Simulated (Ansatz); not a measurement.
**BFHN + NH₃: a complex and its separated parts**

The complex below is one end of an elementary step. How strongly is it bound against its free parts?

The runs use Ansatz 0.2.0, Gaussian basis; PBE0-D4/def2-TZVP structures, single points in def2-TZVPP, no counterpoise correction.

Levels: SPW92, PBE-D4, BLYP-D4, r2SCAN-D4, B97M-V, PBE0-D4, B3LYP-D4, r2SCAN0-D4, BHLYP-D4, CAM-B3LYP-D4, wB97X-V, wB97M-V, B2PLYP, PBE-QIDH, RPA on PBE, Hartree-Fock, MP2, CCSD, CCSD(T).

Cores are frozen in the correlated methods. B3LYP uses VWN-RPA correlation. B2PLYP carries no dispersion term here.

56 further runs of the same task are left out: 56 set aside as unsound or not needed.

### Step 1. Starting geometry

The complex: 8 atoms, charge 0, spin multiplicity 1.

Atoms are counted from 1 here; the program's logs count them from 0.

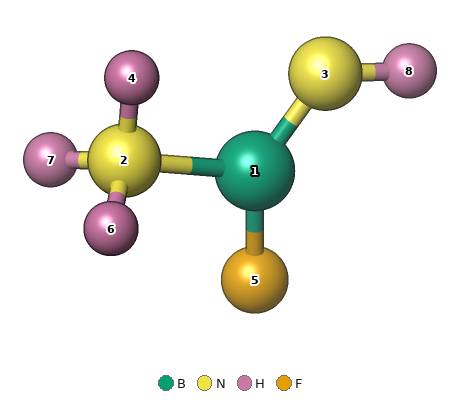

The starting geometry (boron teal, nitrogen yellow, hydrogen pink, fluorine amber); atoms are numbered from 1 in the order of the file.

As a file:

```xyz
8
BFH4N2
B    -0.5936    0.0787   -0.2786
N     0.9640    0.2027    0.1384
N    -1.2129   -0.8678    0.4082
H     1.0568   -0.5158    0.8533
F    -0.8279    1.0082   -1.2423
H     1.2053    1.1106    0.5265
H     1.6021    0.0117   -0.6294
H    -2.1938   -1.0283    0.2239
```

Its parts: BFHN holds atoms 1, 3, 5, 8; NH₃ holds atoms 2, 4, 6, 7. Each part counts its atoms afresh in its own runs.

### Step 2. Relaxing BFHN alone

The input, relax-a/in.yaml:

```yaml
crystal:
  periodic: [false, false, false]
  atoms:
    - {symbol: B, position_ang: [-0.593551, 0.078716, -0.278608]}
    - {symbol: N, position_ang: [-1.212893, -0.867840, 0.408236]}
    - {symbol: F, position_ang: [-0.827898, 1.008170, -1.242287]}
    - {symbol: H, position_ang: [-2.193794, -1.028274, 0.223884]}
basis:
  gaussian: {orbitals: def2-TZVP}
hamiltonian: {xc: pbe0, dispersion: d4}
relax: {f_tol: 0.005, max_steps: 200}
```

On the command line:

```sh
> ansatz run in.yaml --threads 2 --pin off --events-out ev --progress --plain --max-ram 4352MiB
```

The runs that follow: Relaxing NH₃ alone; SPW92/def2-TZVPP; PBE-D4/def2-TZVPP; BLYP-D4/def2-TZVPP; r2SCAN-D4/def2-TZVPP; B97M-V/def2-TZVPP; PBE0-D4/def2-TZVPP; B3LYP-D4/def2-TZVPP; r2SCAN0-D4/def2-TZVPP; BHLYP-D4/def2-TZVPP; CAM-B3LYP-D4/def2-TZVPP; wB97X-V/def2-TZVPP; wB97M-V/def2-TZVPP; B2PLYP/def2-TZVPP; PBE-QIDH/def2-TZVPP; RPA on PBE/def2-TZVPP; CCSD(T)/def2-TZVPP; Vibrations of BFHN; Vibrations of NH₃.

Q: Predict the outcome of this session. Wanted: complex less parts, CCSD(T)/def2-TZVPP; with zero-point energy; largest T1 diagnostic.

As calculated:

```
                              quantity         value
complex less parts, CCSD(T)/def2-TZVPP  -81.9 kJ/mol
                with zero-point energy  -63.0 kJ/mol
                 largest T1 diagnostic         0.013
```

In words: At CCSD(T) the complex lies 81.9 kJ/mol below its parts. Among the functionals CAM-B3LYP-D4 lands nearest to CCSD(T) (+0.8 kJ/mol) and SPW92 farthest (-39.2 kJ/mol). By rung, the mean size of the error is: LDA 39.2, GGA 9.2, meta-GGA 5.0, hybrid 7.2, range-separated hybrid 2.1, double hybrid 8.8 kJ/mol. PBE-D4 gives a relative energy 6.7 kJ/mol too low, outside chemical accuracy (1 kcal/mol, 4.2 kJ/mol). No counterpoise was applied, and triple zeta lacks some correlation, so the CCSD(T) reference has a basis error of its own, and close matches with it are partly luck.
